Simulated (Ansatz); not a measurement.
**Mo (bcc, W type), energy over volume and axial ratio**

Mo (bcc, W type)

Space group Im-3m (No. 229); a = b = c = 3.1506 Å, α = β = γ = 90.00°

```json
[
 {"atom": "Mo", "site": "2a", "symmetry": "m-3m", "x": "0.0000", "y": "0.0000", "z": "0.0000"}
]
```
(The calculation used a cell of 1 atom; values per cell refer to that cell.)

The relaxed cell is deformed in two ways at once: its volume V is scaled, and at that volume it is stretched along z (the c axis of the conventional cell) so that c/a changes. Fractional atomic positions are held.

Level of theory: r2SCAN (plane waves to 500 eV, PAW, scalar-relativistic; Ansatz, a program for electronic structure). k mesh 21×21×21 (Γ-centred), Fermi-Dirac smearing 0.05 eV. The energy includes the smearing's −TS. Compression counts positive. With partly filled bands, the response to shear is sensitive to the k mesh, so small differences along c/a are uncertain. Mo is run without spin polarisation. Mo was relaxed with its symmetry unable to fall. The zero of ΔE is the relaxed starting cell.

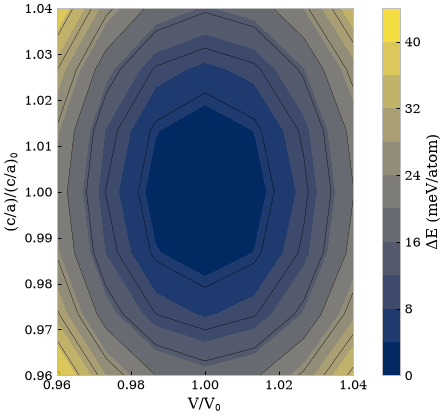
ΔE (meV/atom) over the 7×7 grid of computed points.

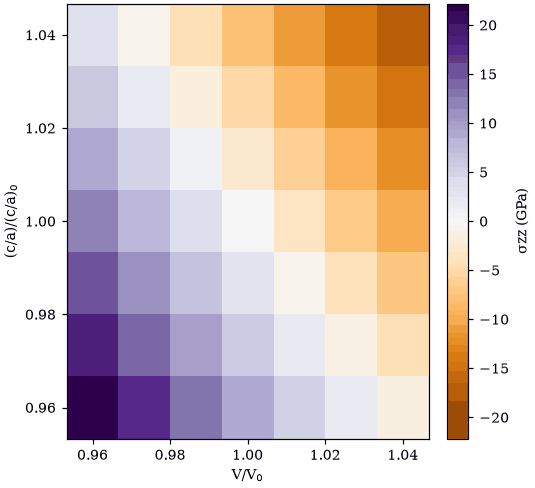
Fig. 1. σzz (GPa) over the 7×7 grid of computed points.

The shear modulus C′ = (C11 − C12)/2 (fit, atoms clamped) is 160 GPa. Highest place on the grid: V/V₀ = 0.960, (c/a)/(c/a)₀ = 0.960 (41 meV/atom). Lowest place on the grid: V/V₀ = 1.000, (c/a)/(c/a)₀ = 1.000 (0 meV/atom).

Near the relaxed cell σzz − σxx = −2Cδ (compression positive), C being this modulus and δ the logarithm of the ratio.

(A scan under strain: stresses follow from slopes of the energy per volume, elastic moduli from its curvatures.)
